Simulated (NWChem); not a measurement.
## GaH2ClO: energy and gradient calculation

The run: energy and gradient calculation of GaH2ClO, SMILES [OH][GaH][Cl]. Method and program: HF/STO-3G, RHF (NWChem 7.3.0).

The geometry comes from this level: PBE0-D4/def2-TZVP.

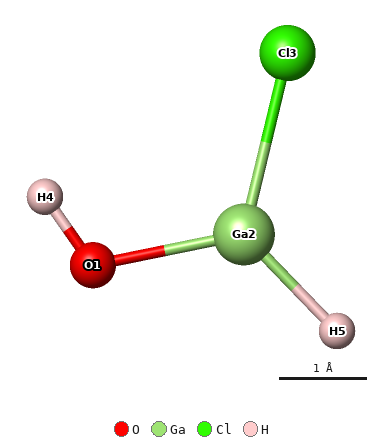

Figure 1. The input geometry (ball-and-stick view, seen on its broad side; atoms are numbered from 1 in the order of the input). Sticks mark near contacts. Bond lengths as drawn: Cl–Ga 2.14 Å, Ga–H 1.54 Å, Ga–O 1.77 Å and H–O 0.96 Å.

Input:
```
start input
memory total 2200 mb
charge 0

geometry units bohr noautosym nocenter noautoz
   O     -2.17772039     0.97509868    -0.93900491
   Ga     0.88817128     0.39325201     0.27627796
   Cl     1.75272098    -3.50846552     0.95355580
   H     -3.16018900    -0.53252482    -1.17597657
   H      2.79150343     2.53336684     0.80672408
end

basis spherical bse
   * library STO-3G
end

scf
   thresh 1e-08
   maxiter 80
   noprint "final vectors analysis"
end

task scf gradient
```

Launched with:
```bash
nwchem input.nw > input.out
```

Output:
```
Northwest Computational Chemistry Package (NWChem) 7.3.0
             --------------------------------------------------------

           Job information
           ---------------

    nwchem branch   = 7.3.0
    use scalapack   = T
    input           = input.nw
    prefix          = input.
    data base       = ./input.db
    status          = startup
    nproc           =        1

           Memory information
           ------------------

    heap     =     72089598 doubles =      550.0 Mbytes
    stack    =     72089595 doubles =      550.0 Mbytes
    global   =    144179200 doubles =     1100.0 Mbytes (distinct from heap & stack)
    total    =    288358393 doubles =     2200.0 Mbytes
    verify   = yes
    hardfail = no

           Directory information
           ---------------------

  0 permanent = .
  0 scratch   = .

                                NWChem Input Module
                                -------------------

                             Geometry "geometry" -> ""
                             -------------------------

 Output coordinates in a.u. (scale by  1.000000000 to convert to a.u.)

  No.       Tag          Charge          X              Y              Z
 ---- ---------------- ---------- -------------- -------------- --------------
    1 O                    8.0000    -2.17772039     0.97509868    -0.93900491
    2 Ga                  31.0000     0.88817128     0.39325201     0.27627796
    3 Cl                  17.0000     1.75272098    -3.50846552     0.95355580
    4 H                    1.0000    -3.16018900    -0.53252482    -1.17597657
    5 H                    1.0000     2.79150343     2.53336684     0.80672408

      Atomic Mass
      -----------

      O                 15.994910
      Ga                68.925700
      Cl                34.968850
      H                  1.007825

 Effective nuclear repulsion energy (a.u.)     255.0547281564

            Nuclear Dipole moment (a.u.)
            ----------------------------
        X                 Y               Z
 ---------------- ---------------- ----------------
    39.5391176500   -37.6514700700    16.8937735900

            XYZ format geometry
            -------------------
     5
 geometry
 O                    -1.15240009     0.51600004    -0.49690004
 Ga                    0.47000003     0.20810002     0.14620001
 Cl                    0.92750007    -1.85660013     0.50460004
 H                    -1.67230012    -0.28180002    -0.62230005
 H                     1.47720011     1.34060010     0.42690003

 ==============================================================================
                                internuclear distances
 ------------------------------------------------------------------------------
       center one      |      center two      | atomic units |       a.u.
 ------------------------------------------------------------------------------
    2 Ga               |   1 O                |     3.34890  |     3.34890
    3 Cl               |   2 Ga               |     4.05334  |     4.05334
    4 H                |   1 O                |     1.81503  |     1.81503
    5 H                |   2 Ga               |     2.91275  |     2.91275
 ------------------------------------------------------------------------------
                         number of included internuclear distances:          4
 ==============================================================================

 ==============================================================================
                                 internuclear angles
 ------------------------------------------------------------------------------
        center 1       |       center 2       |       center 3       |  degrees
 ------------------------------------------------------------------------------
    2 Ga               |   1 O                |   4 H                |   113.49
    1 O                |   2 Ga               |   3 Cl               |   115.03
    1 O                |   2 Ga               |   5 H                |   122.46
    3 Cl               |   2 Ga               |   5 H                |   122.51
 ------------------------------------------------------------------------------
                            number of included internuclear angles:          4
 ==============================================================================

 Summary of "ao basis" -> "" (spherical)
 ------------------------------------------------------------------------------
       Tag                 Description            Shells   Functions and Types
 ---------------- ------------------------------  ------  ---------------------
 *                           STO-3G                   on all atoms

                      Basis "ao basis" -> "ao basis" (spherical)
                      -----
  [basis functions not shown]

 Summary of "ao basis" -> "ao basis" (spherical)
 ------------------------------------------------------------------------------
       Tag                 Description            Shells   Functions and Types
 ---------------- ------------------------------  ------  ---------------------
 O                           STO-3G                  3        5   2s1p
 Ga                          STO-3G                  8       18   4s3p1d
 Cl                          STO-3G                  5        9   3s2p
 H                           STO-3G                  1        1   1s

                                 NWChem SCF Module
                                 -----------------

  ao basis        = "ao basis"
  functions       =    34
  atoms           =     5
  closed shells   =    29
  open shells     =     0
  charge          =   0.00
  wavefunction    = RHF
  input vectors   = atomic
  output vectors  = ./input.movecs
  use symmetry    = F
  symmetry adapt  = F

 Summary of "ao basis" -> "ao basis" (spherical)
 ------------------------------------------------------------------------------
       Tag                 Description            Shells   Functions and Types
 ---------------- ------------------------------  ------  ---------------------
 O                           STO-3G                  3        5   2s1p
 Ga                          STO-3G                  8       18   4s3p1d
 Cl                          STO-3G                  5        9   3s2p
 H                           STO-3G                  1        1   1s

 Forming initial guess at       0.0s

      Superposition of Atomic Density Guess
      -------------------------------------

 Sum of atomic energies:       -2429.99766605

      Non-variational initial energy
      ------------------------------

 Total energy =   -2430.019153
 1-e energy   =   -3920.541225
 2-e energy   =    1235.467343
 HOMO         =      -0.027617
 LUMO         =       0.207962

 Starting SCF solution at       0.1s

 ----------------------------------------------
         Quadratically convergent ROHF

 Convergence threshold     :          1.000E-08
 Maximum no. of iterations :           80
 Final Fock-matrix accuracy:          1.000E-10
 ----------------------------------------------

              iter       energy          gnorm     gmax       time
             ----- ------------------- --------- --------- --------
                 1    -2430.4592080073  8.36D-01  3.00D-01      0.2
                 2    -2430.5337857117  2.02D-01  7.01D-02      0.4
                 3    -2430.5413324954  2.03D-02  9.35D-03      0.7
                 4    -2430.5414833111  5.99D-04  2.27D-04      1.3
                 5    -2430.5414834361  9.84D-07  4.13D-07      2.1
                 6    -2430.5414834361  6.95D-10  4.03D-10      2.9

       Final RHF  results
       ------------------

         Total SCF energy =  -2430.541483436070
      One-electron energy =  -3912.373575162710
      Two-electron energy =   1226.777363570206
 Nuclear repulsion energy =    255.054728156434

        Time for solution =      2.8s

             Final eigenvalues
             -----------------

              1
    1 -374.6472
    2 -103.6236
    3  -46.7169
    4  -41.9397
    5  -41.9329
    6  -41.9325
    7  -20.2266
    8  -10.3161
    9   -7.7592
   10   -7.7550
   11   -7.7546
   12   -5.8172
   13   -3.9655
   14   -3.9611
   15   -3.9591
   16   -1.2453
   17   -0.9805
   18   -0.5986
   19   -0.5125
   20   -0.4510
   21   -0.4132
   22   -0.4102
   23   -0.3943
   24   -0.3931
   25   -0.3711
   26   -0.3501
   27   -0.3397
   28   -0.3263
   29   -0.3165
   30    0.1781
   31    0.2955
   32    0.4215
   33    0.5811
   34    0.7071

 center of mass
 --------------
 x =   0.71616729 y =  -0.63958533 z =   0.30348162

 moments of inertia (a.u.)
 ------------------
         455.179231301067         160.265186654156         -87.584698850773
         160.265186654156         235.028820296444          97.792711336760
         -87.584698850773          97.792711336760         606.243282803749

  Mulliken analysis of the total density
  --------------------------------------

    Atom       Charge   Shell Charges
 -----------   ------   -------------------------------------------------------
    1 O    8     8.42   2.00  1.84  4.58
    2 Ga  31    30.28   2.00  2.00  6.00  2.00  5.94  1.06  1.53  9.75
    3 Cl  17    17.40   2.00  2.00  5.99  1.99  5.42
    4 H    1     0.81   0.81
    5 H    1     1.08   1.08

       Multipole analysis of the density wrt the origin
       ------------------------------------------------

     L   x y z        total         open         nuclear
     -   - - -        -----         ----         -------
     0   0 0 0     -0.000000      0.000000     58.000000

     1   1 0 0     -0.246559      0.000000     39.539118
     1   0 1 0      0.555421      0.000000    -37.651470
     1   0 0 1     -0.143029      0.000000     16.893774

     2   2 0 0    -24.912240      0.000000    132.397834
     2   1 1 0      3.405130      0.000000   -101.944767
     2   1 0 1     -1.419921      0.000000     58.346642
     2   0 2 0    -29.484510      0.000000    228.360746
     2   0 1 1      1.951338      0.000000    -58.160762
     2   0 0 2    -22.668321      0.000000     26.911349

                              NWChem Gradients Module
                              -----------------------

  wavefunction    =   RHF

                         RHF ENERGY GRADIENTS

    atom               coordinates                        gradient
                 x          y          z           x          y          z
   1 O      -2.177720   0.975099  -0.939005   -0.093891  -0.008120  -0.034889
   2 Ga      0.888171   0.393252   0.276278    0.035593  -0.035125   0.016651
   3 Cl      1.752721  -3.508466   0.953556    0.007350  -0.025855   0.005101
   4 H      -3.160189  -0.532525  -1.175977    0.014407   0.025624   0.003165
   5 H       2.791503   2.533367   0.806724    0.036541   0.043476   0.009972

                 ----------------------------------------
                 |  Time  |  1-e(secs)   |  2-e(secs)   |
                 ----------------------------------------
                 |  CPU   |       0.00   |       0.93   |
                 ----------------------------------------
                 |  WALL  |       0.00   |       0.93   |
                 ----------------------------------------

 Task  times  cpu:        3.8s     wall:        3.8s
 Total times  cpu:        3.8s     wall:        3.8s
```

Results in brief:

```json
{"quantity": "outcome", "value": "converged"}
{"quantity": "total energy", "value": "−2430.541483 hartree"}
{"quantity": "basis functions", "value": "34"}
{"quantity": "largest force", "value": "5.168 eV/Å"}
{"quantity": "dipole moment", "value": "1.59 D"}
{"quantity": "hardware", "value": "1 thread of Intel Xeon (Sapphire Rapids), 16 GiB of memory available, shared host"}
{"quantity": "wall time", "value": "4.5 s"}
{"quantity": "peak memory", "value": "0.099 GiB"}
```
